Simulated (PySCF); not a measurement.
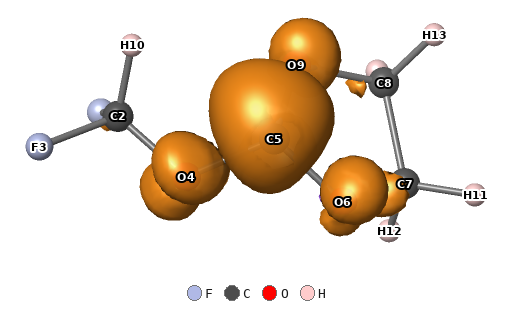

The picture shows: C4H5F2O3 (doublet). Isosurfaces of the spin density at +0.03 (orange) and −0.03 e/Å³ (purple), seen at a tilt.

Geometry: GFN2-xTB.

Method: UKS B3LYP, pcH-1 on C F H O, non-relativistic, mean-field spin-orbit, GIAO (PySCF).

```yaml
atoms:
  - { symbol: F, position_ang: [2.2773, -0.8831, -1.3959] }
  - { symbol: C, position_ang: [2.3978, -0.1836, -0.2410] }
  - { symbol: F, position_ang: [3.6178, 0.3716, -0.2783] }
  - { symbol: O, position_ang: [1.4681, 0.7937, -0.1755] }
  - { symbol: C, position_ang: [0.3308, 0.5155, 0.6016] }
  - { symbol: O, position_ang: [-0.6589, 1.4200, 0.4622] }
  - { symbol: C, position_ang: [-1.7990, 0.7520, -0.0812] }
  - { symbol: C, position_ang: [-1.5266, -0.7281, 0.2296] }
  - { symbol: O, position_ang: [-0.1318, -0.7694, 0.5255] }
  - { symbol: H, position_ang: [2.3547, -0.9080, 0.5916] }
  - { symbol: H, position_ang: [-2.6903, 1.1445, 0.4069] }
  - { symbol: H, position_ang: [-1.8452, 0.9426, -1.1588] }
  - { symbol: H, position_ang: [-2.0768, -1.0795, 1.1083] }
  - { symbol: H, position_ang: [-1.7186, -1.3886, -0.6171] }
```

Where is the unpaired spin?

The unpaired spin (1 electron) lies mostly on C5 (about 0.6), O4 (about 0.1), O9 (about 0.1) and O6 (about 0.1), in electrons by Hirshfeld's partition.
